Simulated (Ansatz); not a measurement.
# BH3S (SMILES BS) at r2SCAN0/STO-3G

Aim: the vertical singlet–triplet gap of BH3S at r2SCAN0/STO-3G, from 2 runs. 

Program for the calculation: Ansatz 0.2.0.

54 further runs of the same task are left out: 2 that didn't finish, 52 set aside as unsound or not needed.

### 1 Starting point

The species is BH3S (5 atoms), meant as a singlet with charge 0. As SMILES, `BS`. Geometry: relaxed at PBE0-D4/def2-TZVP.

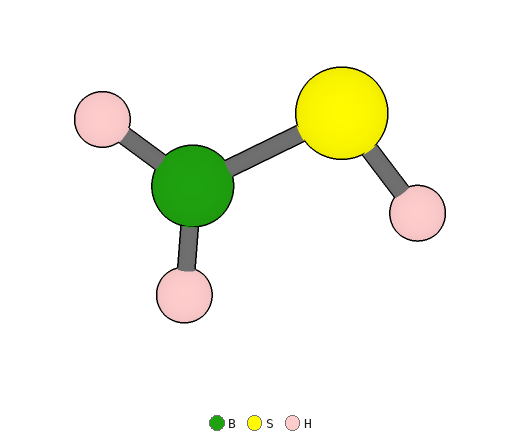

Viewed from a chosen angle; boron green, sulfur yellow, hydrogen pink.

### 2 The energy at r2SCAN0/STO-3G

molecule.yaml

```yaml
crystal:
  periodic: [false, false, false]
  atoms:
    - {symbol: B, position_ang: [-0.392100, -0.421000, 0.088100]}
    - {symbol: S, position_ang: [0.161700, 1.236900, -0.154300]}
    - {symbol: H, position_ang: [-1.562900, -0.556400, 0.264200]}
    - {symbol: H, position_ang: [0.367100, -1.337600, 0.074200]}
    - {symbol: H, position_ang: [1.476100, 1.004400, -0.313600]}
basis:
  gaussian:
    orbitals: STO-3G
magnetization:
  spin_polarized: false
hamiltonian:
  xc: {name: r2SCAN0}
accuracy: high
```

Started as:

```
$ ansatz run molecule.yaml --threads 1 --pin off --max-ram 2610MiB --events-out events.jsonl --progress --plain --runs-dir runs
```

Output:

```text
Warning: RAYON_NUM_THREADS=1 ignored (pool sized by the plan → 1); use --threads N
Functional definition: r2SCAN0
  name "r2SCAN0"
  parameter a = 0.25
  parameter k0 = 0.174
  parameter k1 = 0.065
  parameter a1 = 4.9479
  exchange = (1 - a)*r2scan_x(k0 = k0, k1 = k1, a1 = a1) + a*exact_x
  correlation = r2scan_c
287 factors; integrals over basis functions are off by at most 2.4e-8 eV
mean field evaluation 1: about -11431.4188 eV, gradient 6.2e0 eV
mean field evaluation 2: about -11431.5901 eV, gradient 1.6e0 eV
mean field evaluation 4: about -11431.6005 eV, gradient 2.1e-1 eV
mean field evaluation 8: about -11431.5597 eV, gradient 1.5e-3 eV
mean field -11431.55972438 eV, -420.1020712815 hartree, gradient 1.3e-8 eV, S^2 0.000000; 0 other end points of the search recorded, 0 dependent functions left out
reference -11431.55972466 eV, -420.1020712918 hartree; 12, 12 occupied and 5, 5 virtual orbitals, 287 factors
Total energy: -11431.55972466 eV, -420.1020712918 hartree
```

Run time: 2 s. Hardware: 1 thread of Arm Neoverse V1, shared host; peak memory 0.13 GiB.

### 3 The triplet

molecule.yaml

```yaml
crystal:
  periodic: [false, false, false]
  atoms:
    - symbol: B
      position_ang: [-0.392100, -0.421000, 0.088100]
    - symbol: S
      position_ang: [0.161700, 1.236900, -0.154300]
    - symbol: H
      position_ang: [-1.562900, -0.556400, 0.264200]
    - symbol: H
      position_ang: [0.367100, -1.337600, 0.074200]
    - symbol: H
      position_ang: [1.476100, 1.004400, -0.313600]
basis:
  gaussian:
    orbitals: STO-3G
magnetization:
  spin_polarized: true
  initial_magnetization: 2
hamiltonian:
  xc: {name: r2SCAN0}
accuracy: high
```

Started as:

```
$ ansatz run molecule.yaml --threads 1 --pin off --max-ram 2610MiB --events-out events.jsonl --progress --plain --runs-dir runs
```

Output, shortened:

```text
Warning: RAYON_NUM_THREADS=1 ignored (pool sized by the plan → 1); use --threads N
[... 8 set-up lines as earlier in the session ...]
287 factors; integrals over basis functions are off by at most 2.4e-8 eV
mean field evaluation 1: about -11424.7936 eV, gradient 1.1e1 eV
mean field evaluation 2: about -11421.1997 eV, gradient 1.7e1 eV
mean field evaluation 4: about -11425.7912 eV, gradient 3.5e0 eV
mean field evaluation 8: about -11425.8844 eV, gradient 1.7e-2 eV
mean field evaluation 16: about -11425.8844 eV, gradient 1.4e-5 eV
mean field evaluation 32: about -11425.8558 eV, gradient 6.0e-1 eV
mean field -11425.88435745 eV, -419.8935053935 hartree, gradient 6.4e-8 eV, S^2 2.008858; 4 other end points of the search recorded, 0 dependent functions left out
reference -11425.88435803 eV, -419.8935054149 hartree; 13, 11 occupied and 4, 6 virtual orbitals, 287 factors
Total energy: -11425.88435803 eV, -419.8935054149 hartree
```

It took 5.1 s on 1 thread of Arm Neoverse V1, shared host; peak memory 0.21 GiB.

### 4 What came out

At r2SCAN0/STO-3G:

| quantity | value |
| --- | --- |
| singlet: total energy | -420.10207 Eh |
| triplet: total energy | -419.89351 Eh |
| triplet: ⟨S²⟩ | 2.009 |
| vertical energy of the triplet above the singlet | 5.675 eV |

In words: At this shape the triplet lies 5.68 eV (131 kcal/mol) above the singlet. In a minimal basis such a difference can be off by several eV, whatever the method.
